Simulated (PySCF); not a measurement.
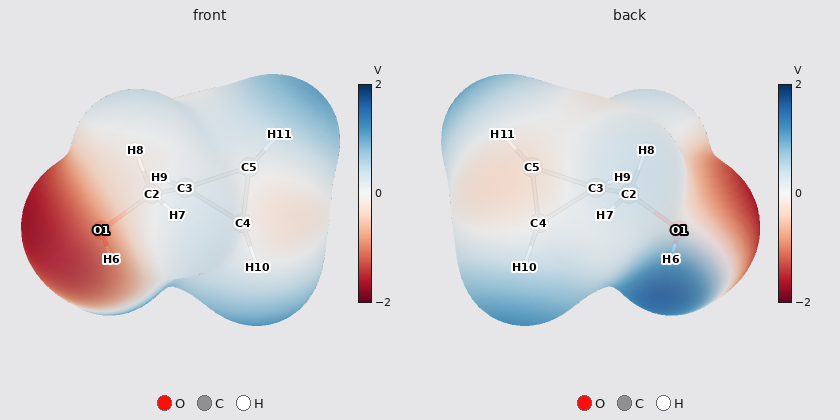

Figure. C4H6O (SMILES OCC1C=C1). The electrostatic potential painted on the density surface at 0.001 e/bohr³, seen from the front and from behind; red is negative and blue positive.

Geometry: GFN2-xTB, MD frame at 250 fs, 200 K.

These are results of PySCF, PBE0/pcSseg-1, SCF density, gas phase, non-relativistic, not measurements.

Input file:

```
{"job": {"kind": "nmr", "xc": "PBE0", "basis": "pcSseg-1", "pop": false}, "charge": 0, "multiplicity": 1}
O     -1.991300    -1.273100     0.418800
C     -1.206200    -0.166400     0.027100
C      0.126900    -0.671600    -0.430800
C      1.333000    -0.504100     0.486800
C      1.256000     0.326800    -0.506400
H     -1.428200    -1.946200     0.798000
H     -1.185700     0.517700     0.896400
H     -1.690800     0.259800    -0.849100
H      0.098000    -1.488700    -1.109600
H      1.768400    -0.944600     1.359500
H      1.651700     1.173000    -0.932900
```

Launched as:

```sh
OMP_NUM_THREADS=1 python probes_run.py task.json out
```

**Which sites attract a positive test charge, and which a negative one?**

A positive charge is drawn to the negative regions and a negative charge to the positive ones. The most negative region (about −1.7 V) lies over O1, the most positive (about +1.5 V) over H6. O1 is the likeliest acceptor of a hydrogen bond.

**How polar is the molecule by this calculation?**

Its dipole moment is 2.18 D.
